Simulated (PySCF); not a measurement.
## A study: Br2Cl, charge −1, SMILES `[Cl-].BrBr`

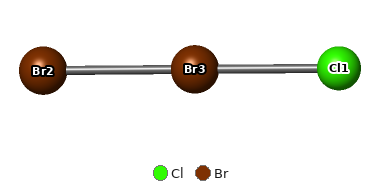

The molecule, with its atoms numbered as below. The pair's geometry is semi-empirical, so its contact may be too short or too long.

Cartesian coordinates (Å):

```
Cl1     -2.9589    0.0010    0.0000
Br2      1.9875    0.0005    0.0000
Br3     -0.5503   -0.0010    0.0000
```

### 1. Bonding charge

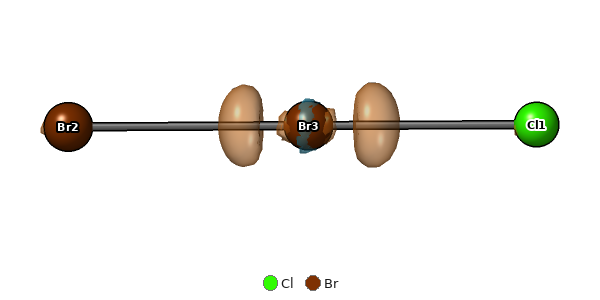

Deformation density (molecule less spherical, spin-averaged free atoms at the same positions), surfaces at ±0.15 e/Å³; light blue: gain, orange: loss.

PySCF calculation, B3LYP/def2-SVPD, gas phase; geometry: GFN2-xTB.

> How much density has each bond gained at its critical point, relative to the free atoms?

Br2–Br3: −0.02 e/Å³ at the bond critical point (bond length 2.54 Å). Cl1–Br3: −0.04 e/Å³ at the bond critical point (bond length 2.41 Å). In all, 1.4 electrons gather in the regions of gain relative to the promolecule of neutral atoms (this includes the anion's extra charge). A small or negative value marks a very polar bond, one between electron-rich atoms, whose free-atom densities already overlap strongly, a long bond to a heavier atom, or a closed-shell contact such as a hydrogen bond.

> Where do the Hirshfeld charges lie?

The highest Hirshfeld charge is on Br3 (−0.13 e), the lowest on Cl1 (−0.44 e).

```json
{"atom": "Cl1", "charge (e)": "−0.44"}
{"atom": "Br2", "charge (e)": "−0.43"}
{"atom": "Br3", "charge (e)": "−0.13"}
```

### 2. Local ionisation energy

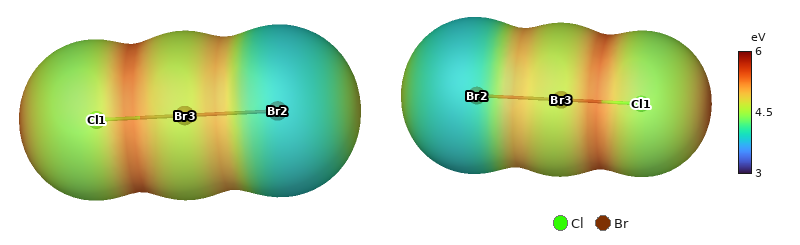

Average local ionisation energy on the surface of electron density 0.001 a.u. (back view left, front view right).

> Locate the minima of the map.

The lowest value is 3.9 eV, off the molecular plane, over Br2 (2.3 Å), and at like points elsewhere. Further minima include 4.4 eV, 2.2 Å from Cl1, and at like points elsewhere. For comparison, the highest occupied orbital lies at −2.7 eV.

> What volume does the surface enclose?

About 121 Å³.

### 3. Weak contacts

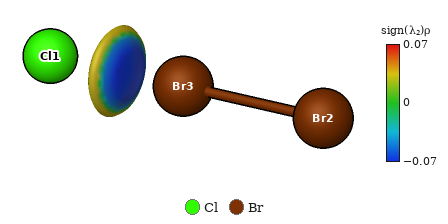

Non-covalent interaction surfaces between the fragments (reduced density gradient s = 0.5, coloured by sign(λ₂)ρ in a.u.; trimmed to the region between the fragments where ρ is under 0.1 a.u.). Fragment A: Cl(−1) (atom 1); fragment B: Br2.

Level of theory: B3LYP/def2-SVPD (PySCF), at a geometry from GFN2-xTB.

> Which interactions hold the two fragments together?

Bond critical points between the fragments: Cl1···Br3, strong, partly covalent contact, 2.41 Å, ρ = 0.068 a.u. It appears blue (attractive, sign(λ₂)ρ well below zero). The pose is a local one from a semi-empirical search, not shown to be the most stable. With a charged fragment, long-range electrostatics, which these surfaces don't show, weighs heavily in the interaction energy.

> How strongly are they bound?

The counterpoise-corrected interaction energy of the frozen fragments is −38.4 kcal/mol without dispersion correction and −40.1 kcal/mol with D3(BJ). The pair geometry is semi-empirical, not a minimum at this level.

### 4. Binding density

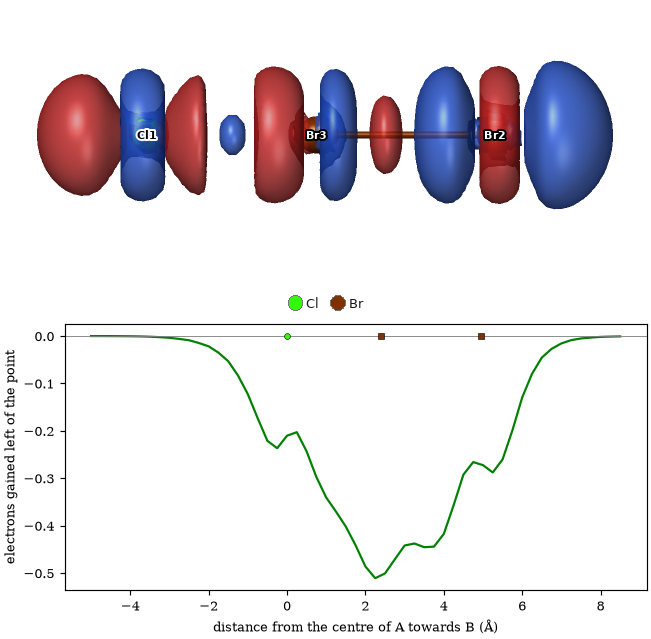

Density of the complex less the densities of the two fragments at the same geometry, ±0.02 e/Å³ (blue: gain, red: loss). Fragment A: Cl(−1) (atom 1); fragment B: Br2. Below: the charge-displacement curve along the line of centres (A on the left).

> How is the density rearranged on binding?

Hirshfeld charges show 0.345 e passing from A to B. By Hirshfeld charges, electrons gather most on Br2 (−0.432 e) and leave Cl1 most (+0.345 e); 0.68 e is displaced in all.

The PySCF runs shown took 14 s and 28 s on 1 thread of Arm Neoverse N1, on a shared host.
